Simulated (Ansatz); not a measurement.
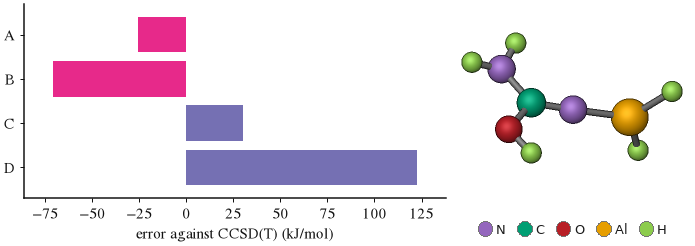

Error in the electronic atomisation energy (method less reference, so positive means overbinding) of CH₅AlN₂O (imidic-acid tautomer), SMILES N/C(O)=[N]\[AlH2], singlet: functionals in def2-TZVPP against frozen-core CCSD(T) at the limit (MP2 extrapolated from triple and quadruple zeta, plus CCSD(T) less MP2 in a smaller set), which gives 3608.1 kJ/mol, at a PBE0-D4/def2-TZVP geometry (no frequency check), no zero-point or spin-orbit term, the Ansatz code 0.2.0. The reference leaves out core correlation, a term that grows with the number of heavy atoms. B2PLYP holds a correlation term that converges slowly with the basis, so part of the distance to the limit is basis error. No dispersion term is added to B2PLYP. Limit means the basis limit.

> The letters stand for B2PLYP, CCSD limit, PBE-D4 and ωB97X-V. Which is which?

A: B2PLYP (−25.5 kJ/mol); B: CCSD limit (−71.0 kJ/mol); C: ωB97X-V (30.1 kJ/mol); D: PBE-D4 (122.5 kJ/mol).
